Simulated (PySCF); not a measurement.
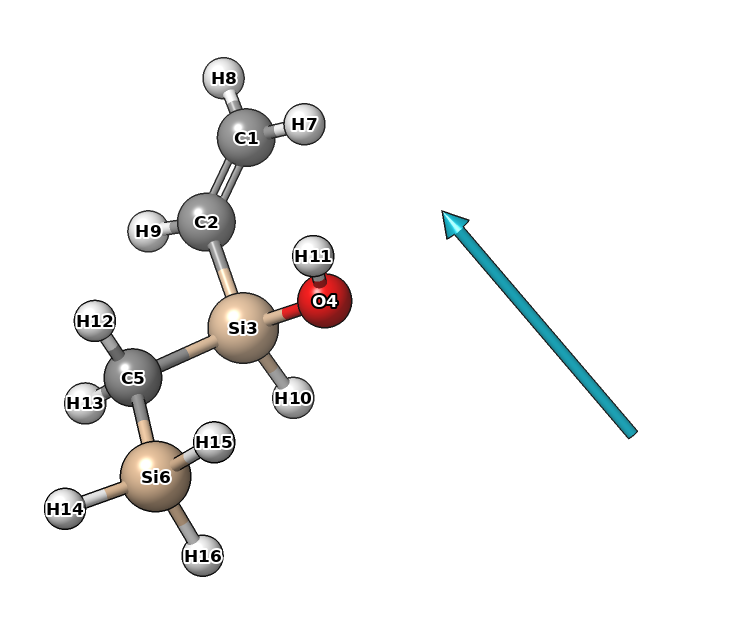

The arrow beside the molecule shows the direction of the dipole moment, from the negative to the positive end (its length means nothing). Computed geometry: GFN2-xTB optimisation. No frequency run is at hand to confirm it as a minimum. Method: PBE0/pcSseg-1, gas phase (PySCF 2.14.0).

Question: Estimate the dipole moment.

Answer: 2.02 D; it points from the side of H16 to the side of H8 (the outermost atoms at the two ends).

The geometry is semi-empirical. Around Si such bond lengths and angles can be off by a tenth of an ångström or more and by several degrees, and values that hang on the shape move with them.
